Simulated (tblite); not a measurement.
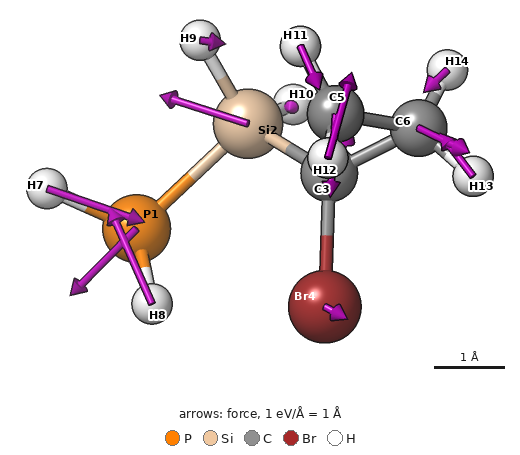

Starting geometry of C₃H₈BrPSi with the computed forces as purple arrows. The picture is a ball-and-stick view, seen at a tilt.

Computed with tblite, GFN2-xTB geometry optimisation, gas phase. 

### What follows when this structure is relaxed?

It isn't relaxed: the largest force vector, on H8, is 1.60 eV/Å. The final displacements follow the starting forces only in part (cosine between the two patterns 0.33). Over 111 geometry steps the energy falls by 78.9 kJ/mol. The largest move after the best rigid fit is that of H8, 1.87 Å. By element the largest moves are H 1.87 Å, Br 0.88 Å, P 0.50 Å, C 0.41 Å, Si 0.29 Å. Some distances before and after: P1–Br4 3.424 → 3.811 Å, P1–H7 1.465 → 1.385 Å, P1–H8 1.457 → 1.387 Å, Si2–C3 1.848 → 1.895 Å. Among the angles between lasting bonds that change: Si2–P1–H7 109.4° → 94.2°, Si2–P1–H8 107.8° → 95.5°, H7–P1–H8 104.8° → 92.8°. Groups turn about P1–Si2 by about 55°, Si2–C3 by about 40°.
